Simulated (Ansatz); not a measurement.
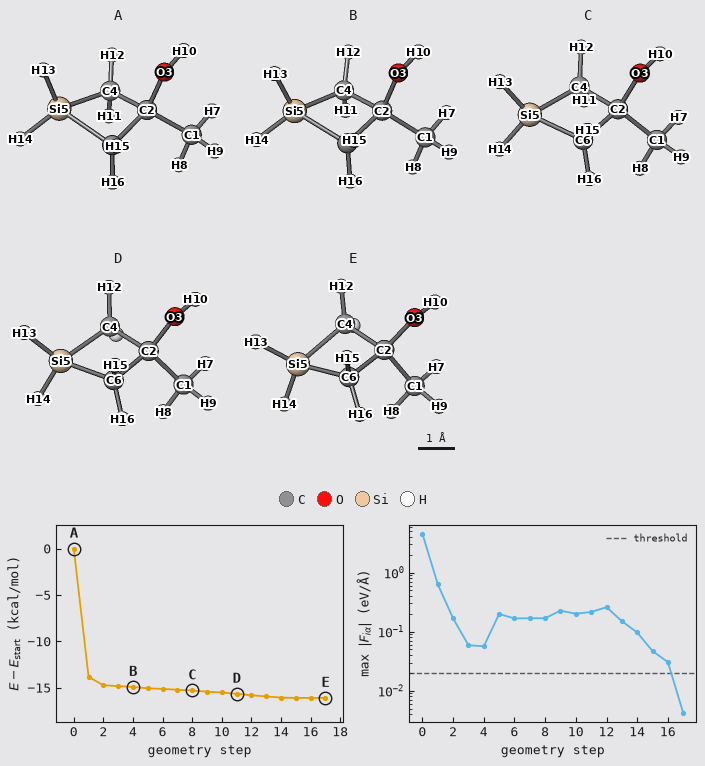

Frames of a relaxation of C$_{4}$H$_{10}$OSi, marked on the history of the run. Style: ball-and-stick. Shown at a tilt.

The run prepares the start of a later molecular dynamics calculation, from a guessed geometry.

Theory: RKS PBE0-D4/STO-3G in Ansatz.

The input:
```yaml
crystal:
  periodic: [false, false, false]
  atoms:
    - { symbol: C, position_ang: [0.154, -1.0257, 1.5379] }
    - { symbol: C, position_ang: [0.3379, 0.0037, 0.3821] }
    - { symbol: O, position_ang: [1.5713, 0.6764, 0.6083] }
    - { symbol: C, position_ang: [0.301, -0.6528, -1.0383] }
    - { symbol: Si, position_ang: [-0.6092, 0.895, -1.6876] }
    - { symbol: C, position_ang: [-0.8694, 1.0077, 0.1902] }
    - { symbol: H, position_ang: [0.9296, -1.7287, 1.5683] }
    - { symbol: H, position_ang: [-0.8072, -1.4939, 1.4023] }
    - { symbol: H, position_ang: [0.0873, -0.4437, 2.5319] }
    - { symbol: H, position_ang: [2.2781, -0.0279, 0.637] }
    - { symbol: H, position_ang: [-0.4342, -1.5419, -1.0582] }
    - { symbol: H, position_ang: [1.1987, -0.8936, -1.4985] }
    - { symbol: H, position_ang: [0.2767, 1.9353, -2.2463] }
    - { symbol: H, position_ang: [-1.8702, 0.6661, -2.4426] }
    - { symbol: H, position_ang: [-0.7333, 1.9691, 0.633] }
    - { symbol: H, position_ang: [-1.834, 0.6321, 0.5249] }
basis:
  gaussian: { orbitals: STO-3G }
hamiltonian:
  xc: pbe0
  dispersion: d4
relax:
  f_tol: 0.02
  max_steps: 40
scf:
  lower_state_search: "off"
output:
  orbitals: {}
```

Launched with:
```bash
ansatz run input.yaml --threads 1 --pin off --max-ram 2048MiB --backend cpu --events-out ev --progress --plain --runs-dir out
```

### Describe the path.

H13 moves most after the best rigid fit: 1.18 Å. By element the largest moves are H 1.18 Å, Si 0.44 Å, O 0.43 Å, C 0.43 Å. Some distances before and after: C4–H12 1.037 → 1.096 Å, C4–H11 1.154 → 1.095 Å, C1–H9 1.154 → 1.098 Å, C1–H7 1.047 → 1.099 Å. Among the angles between lasting bonds that change: Si5–C4–H11 108.4° → 120.0°, C2–C4–H12 118.7° → 110.1°, Si5–C6–H16 113.9° → 120.1°. After 17 geometry steps the energy has fallen by 16.1 kcal/mol. Largest force component: 4.5 eV/Å at the start, 0.0042 eV/Å at the end. The run took 59 s on 1 thread of Arm Neoverse V1, on a shared host, peak memory 0.12 GiB. From step 0 to 4: H15 moves most (0.19 Å), energy −14.9 kcal/mol. From step 4 to 8: H14 moves most (0.40 Å), energy −0.38 kcal/mol. From step 8 to 11: H14 moves most (0.33 Å), energy −0.36 kcal/mol. From step 11 to 17: H14 moves most (0.36 Å), energy −0.44 kcal/mol.

Limits of the set-up: STO-3G is a minimal basis, so the numbers are rough.
